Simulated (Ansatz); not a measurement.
# Squeezing and shearing random fcc alloy of Ir and Pd (108 atoms)

How stiff is random fcc alloy of Ir and Pd (108 atoms)?

Program: Ansatz 0.2.0. Level of theory: Kohn-Sham DFT, r2SCAN, PAW (set soft_2), plane waves. Results are calculated unless marked as measured.

### 1. The starting structure

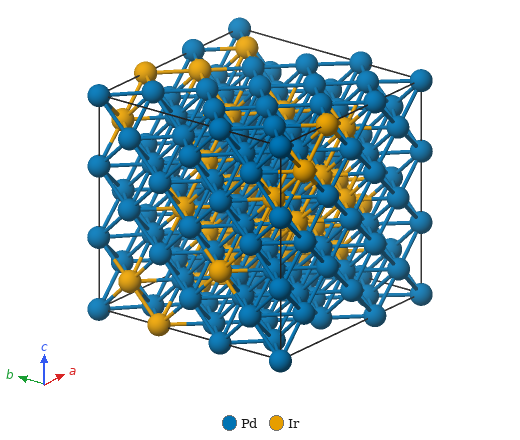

The cell as given, from a free direction (palladium blue, iridium orange). Some periodic images of atoms are drawn too.

The cell holds 108 atoms: 81 Pd and 27 Ir. Cell: a = 11.632 Å, b = 11.632 Å, c = 11.632 Å, α = 90.0°, β = 90.0°, γ = 90.0°. It derives from Ir (fcc) and Pd, repeated 3×3×3. Fcc Ir, 3 x 3 x 3 conventional cells, 81 of 108 Ir sites given to Pd at random (x = 0.750), lattice by Vegard's rule (a = 3.877 Å); not relaxed, displaced by a Gaussian of 0.02 Å.

What the set-up can't give: The levels lack spin–orbit coupling, which is large for the heavy elements here.

### 2. Single point at the start

A single point comes first, to see the forces before anything moves.

input.yaml

```yaml
crystal:
  lattice:
    - [11.6319, 0.0, 0.0]
    - [0.0, 11.6319, 0.0]
    - [0.0, 0.0, 11.6319]
  atoms:
    - { symbol: Pd, position: [0.99669, 0.99858, 0.99678] }
    - { symbol: Pd, position: [0.99761, 0.16719, 0.16537] }
    - { symbol: Pd, position: [0.16479, 0.00037, 0.16679] }
    - { symbol: Pd, position: [0.167, 0.16432, 0.99962] }
    - { symbol: Pd, position: [0.99986, 0.00216, 0.3315] }
    - { symbol: Pd, position: [0.00063, 0.16532, 0.5007] }
    - { symbol: Pd, position: [0.16913, 0.99853, 0.50043] }
    - { symbol: Pd, position: [0.16634, 0.16511, 0.33174] }
    - { symbol: Pd, position: [0.0005, 0.00099, 0.66515] }
    - { symbol: Pd, position: [0.00316, 0.16439, 0.83398] }
    - { symbol: Ir, position: [0.16619, 0.99828, 0.8319] }
    - { symbol: Ir, position: [0.16636, 0.16669, 0.66335] }
    - { symbol: Pd, position: [0.9991, 0.33304, 0.99872] }
    - { symbol: Pd, position: [7.0e-05, 0.49743, 0.1665] }
    - { symbol: Pd, position: [0.16697, 0.33737, 0.16638] }
    - { symbol: Pd, position: [0.1689, 0.4986, 0.99853] }
    - { symbol: Ir, position: [0.00078, 0.33264, 0.33376] }
    - { symbol: Pd, position: [0.00113, 0.49952, 0.49943] }
    - { symbol: Pd, position: [0.16608, 0.33431, 0.49943] }
    - { symbol: Pd, position: [0.16724, 0.50026, 0.33353] }
    - { symbol: Pd, position: [0.99873, 0.3309, 0.6621] }
    - { symbol: Pd, position: [0.99996, 0.49963, 0.83166] }
    - { symbol: Pd, position: [0.16885, 0.33349, 0.83431] }
    - { symbol: Pd, position: [0.1619, 0.49981, 0.66842] }
    - { symbol: Ir, position: [0.99786, 0.6689, 0.0041] }
    - { symbol: Ir, position: [0.99783, 0.82913, 0.16734] }
    - { symbol: Pd, position: [0.16584, 0.66785, 0.16533] }
    - { symbol: Pd, position: [0.1682, 0.83317, 0.0002] }
    - { symbol: Pd, position: [0.00338, 0.66537, 0.3347] }
    - { symbol: Pd, position: [0.00124, 0.83552, 0.49953] }
    - { symbol: Ir, position: [0.16848, 0.66611, 0.4974] }
    - { symbol: Pd, position: [0.1678, 0.83412, 0.33702] }
    - { symbol: Pd, position: [0.00073, 0.66518, 0.66868] }
    - { symbol: Pd, position: [0.00069, 0.83305, 0.83286] }
    - { symbol: Pd, position: [0.16743, 0.66555, 0.83492] }
    - { symbol: Pd, position: [0.16591, 0.83292, 0.66532] }
    - { symbol: Ir, position: [0.33423, 0.00282, 0.99593] }
    - { symbol: Pd, position: [0.33086, 0.1636, 0.16518] }
    - { symbol: Pd, position: [0.50569, 0.00103, 0.16715] }
    - { symbol: Pd, position: [0.50007, 0.16616, 0.00021] }
    - { symbol: Pd, position: [0.33023, 0.99863, 0.33358] }
    - { symbol: Ir, position: [0.32792, 0.16783, 0.50072] }
    - { symbol: Pd, position: [0.49973, 0.0007, 0.50276] }
    - { symbol: Pd, position: [0.50023, 0.16538, 0.33099] }
    - { symbol: Pd, position: [0.33164, 0.99891, 0.66431] }
    - { symbol: Pd, position: [0.33426, 0.16902, 0.83388] }
    - { symbol: Pd, position: [0.49713, 0.99744, 0.83284] }
    - { symbol: Ir, position: [0.49886, 0.16463, 0.66424] }
    - { symbol: Pd, position: [0.33214, 0.33463, 0.00023] }
    - { symbol: Pd, position: [0.33695, 0.49993, 0.16607] }
    - { symbol: Pd, position: [0.50048, 0.33295, 0.16967] }
    - { symbol: Pd, position: [0.49905, 0.50223, 0.00233] }
    - { symbol: Pd, position: [0.33585, 0.33504, 0.33355] }
    - { symbol: Pd, position: [0.33378, 0.49815, 0.49938] }
    - { symbol: Pd, position: [0.49829, 0.33281, 0.50252] }
    - { symbol: Ir, position: [0.50003, 0.50185, 0.33201] }
    - { symbol: Pd, position: [0.33577, 0.33441, 0.66913] }
    - { symbol: Pd, position: [0.3364, 0.49706, 0.83282] }
    - { symbol: Pd, position: [0.4994, 0.33324, 0.83634] }
    - { symbol: Pd, position: [0.4979, 0.49887, 0.66704] }
    - { symbol: Pd, position: [0.33422, 0.66469, 0.00081] }
    - { symbol: Pd, position: [0.33382, 0.83349, 0.1689] }
    - { symbol: Ir, position: [0.49919, 0.66381, 0.1675] }
    - { symbol: Ir, position: [0.49755, 0.83094, 0.99936] }
    - { symbol: Ir, position: [0.33349, 0.66495, 0.33187] }
    - { symbol: Pd, position: [0.32998, 0.82959, 0.50034] }
    - { symbol: Ir, position: [0.50018, 0.66898, 0.49839] }
    - { symbol: Pd, position: [0.49985, 0.83171, 0.33442] }
    - { symbol: Ir, position: [0.33112, 0.66593, 0.6654] }
    - { symbol: Pd, position: [0.33319, 0.83449, 0.83337] }
    - { symbol: Ir, position: [0.50067, 0.66704, 0.82977] }
    - { symbol: Pd, position: [0.49707, 0.83286, 0.6701] }
    - { symbol: Pd, position: [0.66753, 0.99863, 0.99958] }
    - { symbol: Pd, position: [0.66498, 0.16531, 0.16869] }
    - { symbol: Pd, position: [0.83513, 0.99814, 0.16579] }
    - { symbol: Pd, position: [0.83341, 0.16725, 0.00044] }
    - { symbol: Pd, position: [0.66801, 0.99934, 0.33432] }
    - { symbol: Ir, position: [0.6655, 0.16435, 0.50155] }
    [... 24 atom lines left out ...]
    - { symbol: Pd, position: [0.83397, 0.66648, 0.49974] }
    - { symbol: Ir, position: [0.83067, 0.83272, 0.33484] }
    - { symbol: Pd, position: [0.6648, 0.666, 0.66541] }
    - { symbol: Pd, position: [0.66524, 0.83423, 0.832] }
    - { symbol: Pd, position: [0.83385, 0.66839, 0.83339] }
    - { symbol: Pd, position: [0.83237, 0.83549, 0.66784] }
kpoints:
  mp_grid: { grid: [2, 2, 2] }
hamiltonian:
  xc: r2scan
scf:
  occupations: { method: fermi_dirac, width: 0.1 }
output:
  forces: true
```

Run with:

```
> ansatz run input.yaml --threads 6 --pin off --max-ram 76800MiB --backend cuda --events-out ev --progress --plain --runs-dir out
```

Numbers of over 12 decimals in the logs are rounded to 6 here.

Log:

```text
[...]
Pseudopotentials: kind: paw
Pseudopotential: Pd, paw, valence charge 18, recommended cutoff 500 eV (meta_gga), Pd.paw.azcp
Pseudopotential: Ir, paw, valence charge 17, recommended cutoff 500 eV (meta_gga), Ir.paw.azcp
[... 6 lines on functional and potentials left out ...]
concurrent solve slots: 4 of 6 are kept, ahead of what memory takes: no pass of the eigensolver takes more rounds on 4
device memory: the entry about to start is reckoned to put 37.1 GiB on a device that reports 78.6 GiB free
GPU FFT provider: cuFFT
GPU libraries: cuBLAS 13.8.2, cuFFT 12.4.0, cuSOLVER 12.3.4
Crystal: 108 atoms, lattice volume = 1573.809 Å³
Basis set: ecut = 500 eV, 39847 PW (Γ), exchange–correlation on 360×360×360 points (64 copies of the dense FFT grid, shifted against one another)
Bands: 1067, of which v1, the nominal top of the filled ones, is band 959 counted from 1 (958 counted from 0)
Symmetry: 1 space group operations
Space group: P1 (ITA 1), of the structure as read, at distance tolerance 1.2e-4 Å
k-points: 8
[... 7 lines on functional and potentials left out ...]
Initial density: superposition of atomic densities (neutral atoms: chi_scale 0, normalization atom), corrected by the library's trained network
Initial wavefunctions: pseudopotential atomic-orbital guess
GPU buffer pool allocated for 729000 grid points (all kernels)
GPU transforms: local potential and band sums: pruned to the plane-wave sphere, on 90×90×90
[...]
SCF iter   1: F=—  HF=-888452.392268 eV  |F-HF|=—  |Δ(HF+E_count)|=         —  Δρ=1.77e-2  dr2=5.70e0  dr2_τ=1.61e0  ethr=1.77e-3  ⟨swp⟩=5.0  Hψ=29413  notcnv=0  defer=198
preconditioner: auto → Kerker (q_TF=auto, 2.819 Å⁻¹)  [metal: Δε(μ)=0.004 eV  Ē_g=5.328 eV  σ=0.100 eV  W_gap=0.01  n_scr=618 (ndim 8)  ℏωp=30.4 eV  f_vac=0.000  D(μ)=152.00/eV (n_scr^D=1934)]
[...]
SCF iter  16: F=—  HF=-888453.629560 eV  |F-HF|=—  |Δ(HF+E_count)|=   1.59e-8  Δρ=2.52e-6  dr2=2.30e-7  dr2_τ=1.34e-8  ethr=4.02e-11  ⟨swp⟩=1.0  Hψ=8293  notcnv=0  defer=243
SCF iter  17: F=-888453.629560 eV  HF=-888453.629560 eV  |F-HF|=4.44e-8  |Δ(HF+E_count)|=   2.56e-9  Δρ=1.05e-6  dr2=5.71e-8  dr2_τ=2.45e-9  ethr=5.22e-12  ⟨swp⟩=3.0  Hψ=19976  notcnv=0
SCF 1 converged in 17 iterations: F = -888453.629560 eV  dr2 = 5.71e-8
[...]
SCF converged after 17 iterations
Free energy (F): -888453.629560 eV
Harris-Foulkes:  -888453.629560 eV  (|F-HF|=4.44e-8)
Internal energy: -888448.742518 eV  (E = F + TS)
E sigma→0 (E₀):  -888451.186039 eV
Entropy (-TS):   -4.887042 eV (-45.250 meV/atom)
Fermi energy:    21.173557 eV
--- Per-component energies (eV) ---
[...]
Σ components = -888453.629560   (vs F -888453.629560, Δ=0.00e0)
--- Forces (eV/Å), atoms counted from 1 ---
  atom   1  Pd     0.38278909    -0.23901667     0.25601121
  atom   2  Pd     0.12857022     0.43835601     0.18035111
  atom   3  Pd     0.00385909    -0.44972818    -0.33550375
  atom   4  Pd    -0.00948894    -0.05302839    -0.03860319
[...]
atom 108  Pd     0.11071218    -0.34603090    -0.35709707
  max |Σ_I F_I| component: 5.60e-5 eV/Å
```

Wall time 12 s (1 × NVIDIA H100 80GB HBM3 with 6 threads of AMD EPYC 7R13 (Zen 3), shared host); peak memory 1.9 GiB; 28 s of CPU time.

That memory is the host's; the program planned 37.1 GiB on the GPU.

The r.m.s. force at the start is 0.36 eV/Å.

### 3. Cell and atoms relaxed

The cell is relaxed with the atoms, since the starting lattice needn't suit this functional.

input.yaml

```yaml
crystal:
  lattice:
    - [11.6319, 0.0, 0.0]
    - [0.0, 11.6319, 0.0]
    - [0.0, 0.0, 11.6319]
  atoms:
    [... the 108 atom lines of step 2 ...]
kpoints:
  mp_grid: { grid: [2, 2, 2] }
hamiltonian:
  xc: r2scan
scf:
  occupations: { method: fermi_dirac, width: 0.1 }
output:
  forces: true
relax:
  f_tol: 0.05
  max_steps: 150
  cell: {}
```

Log:

```text
[...]
GPU FFT provider: cuFFT
GPU libraries: cuBLAS 13.8.2, cuFFT 12.4.0, cuSOLVER 12.3.4
Crystal: 108 atoms, lattice volume = 1573.809 Å³
Basis set: ecut = 500 eV, 39847 PW (Γ), exchange–correlation on 360×360×360 points (64 copies of the dense FFT grid, shifted against one another)
Bands: 1151, of which v1, the nominal top of the filled ones, is band 959 counted from 1 (958 counted from 0)
Symmetry: 1 space group operations
[...]
k-points: 8
[...]
GPU buffer pool allocated for 729000 grid points (all kernels)
[...]
SCF iter   1: F=—  HF=-888452.391982 eV  |F-HF|=—  |Δ(HF+E_count)|=         —  Δρ=1.77e-2  dr2=5.70e0  dr2_τ=1.61e0  ethr=1.77e-3  ⟨swp⟩=5.0  Hψ=31811  notcnv=0  defer=604
[...]
SCF iter  16: F=—  HF=-888453.629560 eV  |F-HF|=—  |Δ(HF+E_count)|=   2.96e-8  Δρ=2.36e-6  dr2=2.10e-7  dr2_τ=1.50e-8  ethr=2.63e-11  ⟨swp⟩=1.0  Hψ=8293  notcnv=0  defer=915
SCF iter  17: F=-888453.629560 eV  HF=-888453.629560 eV  |F-HF|=4.21e-8  |Δ(HF+E_count)|=  6.98e-10  Δρ=1.04e-6  dr2=5.70e-8  dr2_τ=2.77e-9  ethr=5.22e-12  ⟨swp⟩=2.0  Hψ=17003  notcnv=0
SCF 1 converged in 17 iterations: F = -888453.629560 eV  dr2 = 5.70e-8
[...]
relax step   1: F+E_penalty+E_count = -888453.62956004 eV  Δ(F+E_penalty+E_count) = +0.000e0 eV  max|allowed force component| = 1.055e0 eV/Å  Δτ_max = 0.0000 Å  P = +1.397 GPa  Ω = 1573.809 Å³  (17 SCF iters, dr2 threshold 1.00e-7 eV, accepted)
[...]
relax step   2: F+E_penalty+E_count = -888454.90951979 eV  Δ(F+E_penalty+E_count) = -1.280e0 eV  max|allowed force component| = 1.010e0 eV/Å  Δτ_max = 0.1388 Å  P = +0.313 GPa  Ω = 1588.779 Å³  energy of the carried Pulay correction = -2.259e-2 eV  (14 SCF iters, dr2 threshold 1.08e-5 eV, accepted)
[...]
relax step   3: F+E_penalty+E_count = -888455.26157530 eV  Δ(F+E_penalty+E_count) = -3.521e-1 eV  max|allowed force component| = 7.111e-2 eV/Å  Δτ_max = 0.0642 Å  P = -0.146 GPa  Ω = 1587.177 Å³  energy of the carried Pulay correction = -2.019e-2 eV  (12 SCF iters, dr2 threshold 1.08e-5 eV, accepted)
[...]
relax step   4: F+E_penalty+E_count = -888455.26598578 eV  Δ(F+E_penalty+E_count) = -4.410e-3 eV  max|allowed force component| = 2.839e-2 eV/Å  Δτ_max = 0.0097 Å  P = +0.051 GPa  Ω = 1585.893 Å³  energy of the carried Pulay correction = -1.825e-2 eV  (12 SCF iters, dr2 threshold 3.16e-7 eV, accepted)
[...]
relax step   5: F+E_penalty+E_count = -888455.26610947 eV  Δ(F+E_penalty+E_count) = -1.237e-4 eV  max|allowed force component| = 1.022e-2 eV/Å  Δτ_max = 0.0045 Å  P = -0.003 GPa  Ω = 1586.247 Å³  energy of the carried Pulay correction = -1.879e-2 eV  (12 SCF iters, dr2 threshold 3.94e-8 eV, accepted)
[...]
relax step   6: F+E_penalty+E_count = -888455.28513204 eV  Δ(F+E_penalty+E_count) = -1.902e-2 eV  max|allowed force component| = 1.030e-2 eV/Å  Δτ_max = 0.0000 Å  P = +0.006 GPa  Ω = 1586.247 Å³  stress off target by 1.53e-2 GPa  SCF on the basis re-selected at this cell (its energy is not comparable with the rows above)  (9 SCF iters)
basis re-selected at this cell: Δ(F+E_penalty+E_count) = -1.902e-2 eV, ΔP = +0.009 GPa vs the last step (what re-selecting the basis moved, of the pressure what is left beyond the Pulay correction that the steps carried, after the strain that the cell walked since its last selection, [...]
SCF converged after 9 iterations
Free energy (F): -888455.285132 eV
[...]
Internal energy: -888450.461135 eV  (E = F + TS)
E sigma→0 (E₀):  -888452.873134 eV
Entropy (-TS):   -4.823997 eV (-44.667 meV/atom)
Fermi energy:    20.957263 eV
[...]
Σ components = -888455.285132   (vs F -888455.285132, Δ=0.00e0)
--- Forces (eV/Å), atoms counted from 1 ---
  atom   1  Pd     0.00104666    -0.00175518     0.00010272
  atom   2  Pd     0.00290797    -0.00184576     0.00055359
  atom   3  Pd     0.00256288     0.00133685     0.00032615
  atom   4  Pd    -0.00308664     0.00016774    -0.00276315
[...]
atom 108  Pd     0.00247028     0.00084764     0.00099549
  max |Σ_I F_I| component: 6.14e-5 eV/Å
--- Stress (GPa, compression-positive) ---
        0.007542      -0.006778      -0.001592
       -0.006778       0.008911      -0.003893
       -0.001592      -0.003893       0.000307
  P = ⅓ Tr σ = 0.0056 GPa (0.056 kbar)
--- Band table (eV; the first three rows and the last of 8) ---
[...]
--- Relaxed structure (5 steps of the walk, 5 accepted, 1 SCFs on fresh bases) ---
  F+E_penalty+E_count = -888455.28513204 eV   max|allowed force component| = 1.030e-2 eV/Å   (the final SCF, on the basis selected at the relaxed cell)
  cell:  # Å, volume = 1586.2466 Å³
    - [11.660540, 0.00594306, 0.00352257]
    - [0.00594306, 11.666016, 0.0024515]
    - [0.00352257, 0.0024515, 11.660835]
  atoms:
    - { symbol: Pd, position: [0.999203, 0.999224, 1.000208] }
    - { symbol: Pd, position: [0.997651, 0.168946, 0.168191] }
    - { symbol: Pd, position: [0.166468, -0.00273025, 0.166481] }
    - { symbol: Pd, position: [0.167753, 0.164716, 1.000791] }
[...]
- { symbol: Pd, position: [0.833320, 0.834559, 0.667406] }
```

Wall time 55 s (1 × NVIDIA H100 80GB HBM3 with 6 threads); peak memory 2.2 GiB; 2.4 min of CPU time.

That memory is the host's; the program planned 38.4 GiB on the GPU.

The program notes that the band table was not solved further than the SCF left it.

The relaxation converged after 5 steps, with a largest force component of 0.010 eV/Å.

### 4. Single point at the relaxed geometry

The electronic structure is read at the final geometry, in a run of its own.

input.yaml

```yaml
crystal:
  lattice:
    - [11.66054, 0.00594, 0.00352]
    - [0.00594, 11.66602, 0.00245]
    - [0.00352, 0.00245, 11.66084]
  atoms:
    - { symbol: Pd, position: [0.9992, 0.99922, 0.00021] }
    - { symbol: Pd, position: [0.99765, 0.16895, 0.16819] }
    - { symbol: Pd, position: [0.16647, 0.99727, 0.16648] }
    - { symbol: Pd, position: [0.16775, 0.16472, 0.00079] }
    - { symbol: Pd, position: [0.99887, 0.99521, 0.33077] }
    - { symbol: Pd, position: [0.99882, 0.16662, 0.50028] }
    [... 96 atom lines left out ...]
    - { symbol: Pd, position: [0.83258, 0.66937, 0.49946] }
    - { symbol: Ir, position: [0.83256, 0.83139, 0.32645] }
    - { symbol: Pd, position: [0.66569, 0.66532, 0.66664] }
    - { symbol: Pd, position: [0.66617, 0.8311, 0.83559] }
    - { symbol: Pd, position: [0.83411, 0.6654, 0.83443] }
    - { symbol: Pd, position: [0.83332, 0.83456, 0.66741] }
kpoints:
  mp_grid: { grid: [2, 2, 2] }
hamiltonian:
  xc: r2scan
scf:
  occupations: { method: fermi_dirac, width: 0.1 }
output:
  forces: true
  stress: true
  populations: true
  dos:
    method: { smearing: { sigma: 0.15 } }
    de: 0.1
    projected: { site_lists: { Ir: [Ir], Pd: [Pd] } }
  eigenvalues: true
  write_density: true
  write_potential: true
  volumetric_format: npy
```

Log:

```text
[...]
GPU FFT provider: cuFFT
GPU libraries: cuBLAS 13.8.2, cuFFT 12.4.0, cuSOLVER 12.3.4
Crystal: 108 atoms, lattice volume = 1586.248 Å³
Basis set: ecut = 500 eV, 40299 PW (Γ), exchange–correlation on 360×360×360 points (64 copies of the dense FFT grid, shifted against one another)
Bands: 1151, of which v1, the nominal top of the filled ones, is band 959 counted from 1 (958 counted from 0)
Symmetry: 1 space group operations
[...]
k-points: 8
[...]
GPU buffer pool allocated for 729000 grid points (all kernels)
[...]
SCF iter   1: F=—  HF=-888454.025107 eV  |F-HF|=—  |Δ(HF+E_count)|=         —  Δρ=1.82e-2  dr2=8.05e0  dr2_τ=1.59e0  ethr=1.77e-3  ⟨swp⟩=5.0  Hψ=31372  notcnv=0  defer=718
[...]
SCF iter  18: F=-888455.285166 eV  HF=-888455.285166 eV  |F-HF|=1.37e-8  |Δ(HF+E_count)|=   2.41e-8  Δρ=7.88e-7  dr2=2.26e-8  dr2_τ=1.79e-9  ethr=5.22e-12  ⟨swp⟩=11.4  Hψ=51555  notcnv=0
SCF 1 converged in 18 iterations: F = -888455.285166 eV  dr2 = 2.26e-8
[...]
SCF converged after 18 iterations
Free energy (F): -888455.285166 eV
[...]
Internal energy: -888450.461180 eV  (E = F + TS)
E sigma→0 (E₀):  -888452.873173 eV
Entropy (-TS):   -4.823986 eV (-44.667 meV/atom)
Fermi energy:    20.957243 eV
[...]
--- Forces (eV/Å), atoms counted from 1 ---
  atom   1  Pd     0.00139662    -0.00097293    -0.00007761
  atom   2  Pd     0.00305263    -0.00249225     0.00064901
  atom   3  Pd     0.00243468     0.00157801     0.00062458
  atom   4  Pd    -0.00298188    -0.00036532    -0.00269449
  atom   5  Pd    -0.00155430     0.00214029     0.00036107
  atom   6  Pd    -0.00141415     0.00039034     0.00151845
  atom   7  Pd     0.00017876    -0.00040314     0.00024853
  atom   8  Pd     0.00052163    -0.00240145     0.00003375
  atom   9  Pd     0.00108557     0.00167260     0.00146111
  atom  10  Pd    -0.00335160     0.00270304     0.00109107
  atom  11  Ir    -0.00198092    -0.00670546    -0.00161450
  atom  12  Ir     0.00218464    -0.00159600     0.00075621
  atom  13  Pd    -0.00103116     0.00017494    -0.00045592
  atom  14  Pd     0.00398149    -0.00306667    -0.00293882
[...]
atom 107  Pd     0.00147609    -0.00051789     0.00204006
  atom 108  Pd     0.00267388     0.00043291     0.00058875
  max |Σ_I F_I| component: 5.36e-5 eV/Å
--- Stress (GPa, compression-positive) ---
        0.007433      -0.006636      -0.001598
       -0.006636       0.008756      -0.003951
       -0.001598      -0.003951       0.000184
  P = ⅓ Tr σ = 0.0055 GPa (0.055 kbar)
--- Band table (eV; the first three rows and the last of 8) ---
[...]
--- Löwdin populations: 108 sites ---
  site symbol       q [e]
     0     Pd     17.3254
     1     Pd     17.3615
     2     Pd     17.3599
[...]
107     Pd     17.4138
  spilling = 0.023055 (of n_electrons = 1917.000000)
```

Wall time 21 s (1 × NVIDIA H100 80GB HBM3 with 6 threads); peak memory 5.6 GiB.

That memory is the host's; the program planned 39.9 GiB on the GPU.

The run gave:

```
free energy                             : -888455.2852 eV
free energy per atom                    : -8226.4378 eV/atom
SCF cycles                              : 18
pressure                                : 0.005458 GPa
r.m.s. force component                  : 0.00231 eV/Å
longest force                           : 0.01089 eV/Å
Fermi energy                            : 20.96 eV
levels partly filled by over 2 per cent : 455
spilling of the projection              : 0.02305
```

(Continued in part 2 of 3.)

[Logs are printed without paths, hosts, clocks, repeated set-up lines and the standing remarks that a program may print on its own settings, such as how far it seeks lower states.]

[Hosts, paths, dates, database ids (printed as entryN), source tags and the programs' standing remarks are cut or masked in the printed files.]
